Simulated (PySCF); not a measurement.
SMILES OB(O)[SiH2]F at its CAM-B3LYP/def2-SVP optimised geometry (Å):

```
9

Si    -0.8740    -1.0689    -0.0011
F      0.4853    -1.9956     0.0008
B     -0.0473     0.7898     0.0000
O     -0.6638     1.9956     0.0000
O      1.3050     0.7898     0.0000
H     -1.6753    -1.4305     1.2010
H     -1.6709    -1.4300    -1.2062
H     -1.6244     1.9645    -0.0003
H      1.6753    -0.1029     0.0014
```

Level of theory: CAM-B3LYP/def2-TZVP run with PySCF. Cells within 0.4 Å of a nucleus heavier than hydrogen are left out (blank, or x).

Map of the log10 of the electron density (e/bohr³), floored at −4 on the plane z = 0.0 Å:

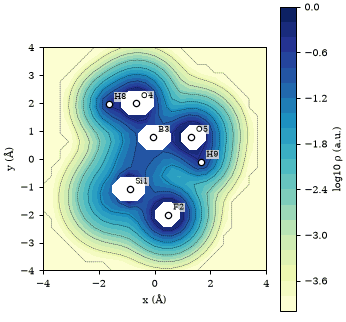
Figure: Log10 of the electron density (e/bohr³), floored at −4 on the plane z = 0.0 Å.
